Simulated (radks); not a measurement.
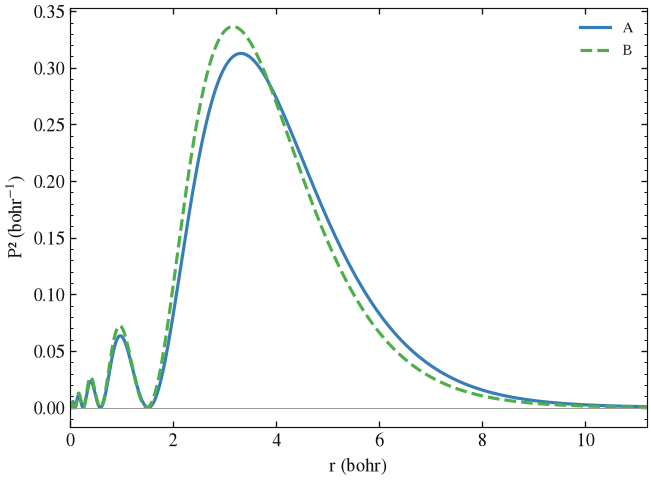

Atomic erbium (Er) was computed in two configurations: [Xe] 4f11 5d1 6s2; [Xe] 4f12 6s2. The calculation used the in-house radial solver radks at this level: scalar-relativistic Kohn-Sham, BLYP, spin-unpolarised, spherical densities, finite nucleus.

The plot shows P² of the 6s orbital in both runs (large components where relativistic).

Which curve belongs to which run?

Answer. A is [Xe] 4f12 6s2 (⟨r⟩ = 4.00 bohr, eigenvalue −3.72 eV); B is [Xe] 4f11 5d1 6s2 (⟨r⟩ = 3.78 bohr, eigenvalue −4.28 eV). The orbital is smaller where the other electrons screen the nucleus less.
